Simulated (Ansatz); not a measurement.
```tsv
atom	x (Å)	y (Å)	z (Å)
Ge	-0.0798	0.0256	0.2000
Cl	0.5832	-0.2984	2.2521
F	1.4942	0.0856	-0.5641
F	-0.5889	1.6397	-0.2804
F	-0.6875	-1.3466	-0.7178
N	-2.1272	-0.0226	0.9899
H	-2.6026	-0.8573	0.6212
H	-2.6165	0.8230	0.6662
H	-2.1305	-0.0491	2.0184
```

The calculation used RKS PBE/def2-SVP in Ansatz.

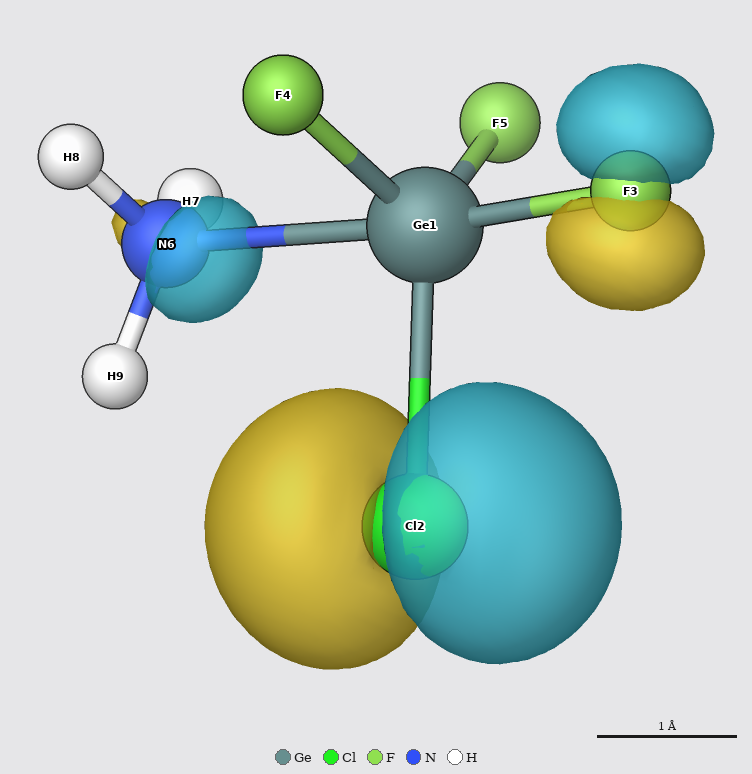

ClF3GeH3N. One frontier orbital at ±0.15 Å⁻³ᐟ² (yellow and cyan are the two phases), seen at a tilt.

> Which orbital is it: HOMO or LUMO?

The HOMO, at −7.58 eV. It lies mainly on Cl2 (about 75 %) and F3 (about 15 %); largely a lone pair of Cl2.
